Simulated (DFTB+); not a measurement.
**Energy and gradient calculation, with input and output: C$_{3}$H$_{6}$Zn**

The run: energy and gradient calculation of C$_{3}$H$_{6}$Zn (ZnMe(vinyl)), SMILES C=[CH][Zn][CH3]. Method and program: DFTB2, U-SCC, dispersion D4 (DFTB+ 25.1).

The geometry comes from this level: GFN2-xTB.

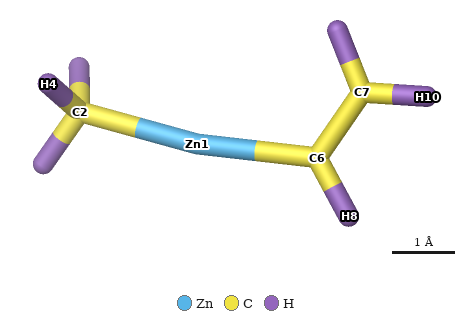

Figure 1. The structure (stick view, seen at a tilt; atoms are numbered from 1 in the order of the input). Sticks mark near contacts. Bond lengths as drawn: C–C 1.32 Å, C–H 1.08 to 1.09 Å and C–Zn 2.02 to 2.04 Å.

Input (dftb_in.hsd):
```
Geometry = xyzFormat {
  <<< "mol.xyz"
}
Hamiltonian = DFTB {
  SCC = Yes
  SlaterKosterFiles = Type2FileNames {
    Prefix = "slakos/"
    Separator = ""
    Suffix = ".spl"
    LowerCaseTypeName = Yes
  }
  MaxAngularMomentum = {
    Zn = "d"
    C = "p"
    H = "s"
  }
  SCCTolerance = 1e-08
  MaxSCCIterations = 300
  Filling = Fermi {
    Temperature [Kelvin] = 300
  }
  SpinPolarisation = Colinear {
    UnpairedElectrons = 0
  }
  SpinConstants = {
    ShellResolvedSpin = No
    Zn = -0.017
    C = -0.023
    H = -0.072
  }
  Dispersion = DftD4 {
    s6 = 1.0
    s8 = 1.2916225
    s9 = 0.0
    a1 = 0.5965326
    a2 = 4.8778602
  }
}
Analysis = {
  PrintForces = Yes
}
Options = {
  WriteResultsTag = Yes
}
InputVersion = 25.1
```

File mol.xyz:
```
10

Zn    -0.112650    -0.499520     0.383330
C     -0.065300    -0.274390     2.410940
H     -0.707450     0.542490     2.728770
H      0.936410    -0.053050     2.767990
H     -0.400570    -1.165050     2.934100
C     -0.120750    -0.420270    -1.637130
C      0.190860     0.710250    -2.252410
H     -0.377260    -1.256670    -2.280890
H      0.463790     1.612430    -1.721220
H      0.192930     0.803790    -3.333480
```

Hardware: 1 thread of Intel Xeon (Sapphire Rapids), 16 GiB of memory available, shared host.

Run as:
```bash
dftb+ > dftb.out
```

What the program printed:
```
|  DFTB+ development version (commit: a23bfb2)

Reading input file 'dftb_in.hsd'
Parser version: 14

--------------------------------------------------------------------------------
Reading SK-files:
./slakos/znzn.spl
./slakos/znc.spl
./slakos/znh.spl
./slakos/cc.spl
./slakos/ch.spl
./slakos/hh.spl
Done.

Processed input in HSD format written to 'dftb_pin.hsd'

Starting initialization...
--------------------------------------------------------------------------------
OpenMP threads:              1
Chosen random seed:          261978513
Current stacksize:           unlimited
Mode:                        Static calculation
Self consistent charges:     Yes
SCC-tolerance:                 0.100000E-07
Max. scc iterations:                    300
Shell resolved Hubbard:      No
Spin polarisation:           Yes
Nr. of up electrons:            15.000000
Nr. of down electrons:          15.000000
Periodic boundaries:         No
Electronic solver:           Relatively robust
Mixer:                       Broyden mixer
Mixing parameter:                  0.200000
Nr. of chrg. vec. in memory:            300
Max. SCC-cycles:                        300
Electronic temperature:              0.950045E-03 H      0.258520E-01 eV
Initial charges:             Set automatically (system chrg:   0.000E+00)
Included shells:            Zn:  s, p, d
                             C:  s, p
                             H:  s
Using DFT-D4 dispersion corrections
Spin coupling constants:     Zn  1(s)-1(s):  -0.170000E-01
                             Zn  1(s)-2(p):  -0.170000E-01
                             Zn  1(s)-3(d):  -0.170000E-01
                             Zn  2(p)-1(s):  -0.170000E-01
                             Zn  2(p)-2(p):  -0.170000E-01
                             Zn  2(p)-3(d):  -0.170000E-01
                             Zn  3(d)-1(s):  -0.170000E-01
                             Zn  3(d)-2(p):  -0.170000E-01
                             Zn  3(d)-3(d):  -0.170000E-01
                             C   1(s)-1(s):  -0.230000E-01
                             C   1(s)-2(p):  -0.230000E-01
                             C   2(p)-1(s):  -0.230000E-01
                             C   2(p)-2(p):  -0.230000E-01
                             H   1(s)-1(s):  -0.720000E-01
Extra options:
                             Mulliken analysis
                             Force calculation
Force type                   original

--------------------------------------------------------------------------------

***  Geometry step: 0

 iSCC Total electronic   Diff electronic      SCC error
    1   -0.11809673E+02    0.00000000E+00    0.61471619E+00
    2   -0.11816514E+02   -0.11809673E+02    0.13674041E+00
    3   -0.11820041E+02   -0.68410824E-02    0.89409113E-01
    4   -0.11822524E+02   -0.35262325E-02    0.10153291E-01
    5   -0.11822563E+02   -0.24833892E-02    0.19576515E-02
    6   -0.11822563E+02   -0.38503627E-04    0.13519626E-02
    7   -0.11822563E+02   -0.42067191E-06    0.23410119E-03
    8   -0.11822563E+02   -0.38751059E-06    0.64359983E-04
    9   -0.11822563E+02   -0.11931931E-08    0.10393152E-04
   10   -0.11822563E+02   -0.28274272E-10    0.31022802E-05
   11   -0.11822563E+02   -0.63611338E-10    0.31502015E-06
   12   -0.11822563E+02   -0.42081894E-11    0.10703446E-06
   13   -0.11822563E+02   -0.26645353E-13    0.25545015E-08

Total Energy:                      -11.6944495036 H         -318.2222 eV
Extrapolated to 0K:                -11.6944495036 H         -318.2222 eV
Total Mermin free energy:          -11.6944495036 H         -318.2222 eV
Force related energy:              -11.6944495036 H         -318.2222 eV

--------------------------------------------------------------------------------
--------------------------------------------------------------------------------
SCC                                    +       0.01 ( 80.4%)       0.02 ( 91.3%)
--------------------------------------------------------------------------------
Missing                                +       0.00 ( 19.6%)       0.00 (  8.7%)
Total                                  =       0.01 (100.0%)       0.02 (100.0%)
--------------------------------------------------------------------------------
```

Results in brief:

```tsv
quantity	value
outcome	converged
total energy	−11.694450 hartree
dispersion energy	−0.002318 hartree
basis functions	27
largest force	0.681 eV/Å
HOMO	−6.18 eV
LUMO	−1.61 eV
dipole moment	0.34 D
peak memory	0.07 GiB
```
